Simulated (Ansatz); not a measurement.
Starting cell, HfO2 (fluorite):

```yaml
crystal:
  lattice:
    - [0.00000, 5.09760, 5.09760]
    - [2.54880, 0.00000, 2.54880]
    - [2.54880, 2.54880, 0.00000]
  atoms:
    - { symbol: Hf, position: [0.00000, 0.00000, 0.00000] }
    - { symbol: Hf, position: [0.50000, 0.00000, 0.00000] }
    - { symbol: O, position: [0.12500, 0.25000, 0.25000] }
    - { symbol: O, position: [0.62500, 0.25000, 0.25000] }
    - { symbol: O, position: [0.37500, 0.75000, 0.75000] }
    - { symbol: O, position: [0.87500, 0.75000, 0.75000] }
```

In each cell atom 5 (O, nearest neighbour Hf at 2.207 Å; its periodic images, 3.6 Å or more away, move with it) moves by s·(0.577, 0.577, 0.577) (along Cartesian [111]), the rest being held.

Computed with PBE (plane waves to 420 eV, PAW, scalar-relativistic; Ansatz, a program for electronic structure). k mesh 9×9×9 (Γ-centred), Fermi-Dirac smearing 0.05 eV. The energy includes the smearing's −TS. Left out: 2 of 11 points, with atoms too close for the PAW data. HfO2 is run without spin polarisation. HfO2 was relaxed with its symmetry unable to fall. Spin-orbit coupling is left out, though Hf is heavy. This is a high-temperature form of HfO2. The zero of ΔE is the undisplaced structure.

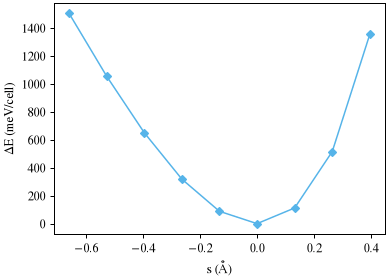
*ΔE (meV/cell) against s (Å); computed points joined by lines.*

Task: Is the energy the same for displacements of ±0.396 Å, and if not, which side lies higher?

Result: Not even: the positive side lies higher at ±0.396 Å.

Task: What is the energy change at s = 0.396 Å?

Result: About 1400 meV/cell.

(A displaced cell: forces are minus the slopes of the energy, force constants its curvatures, and phonons follow from these.)
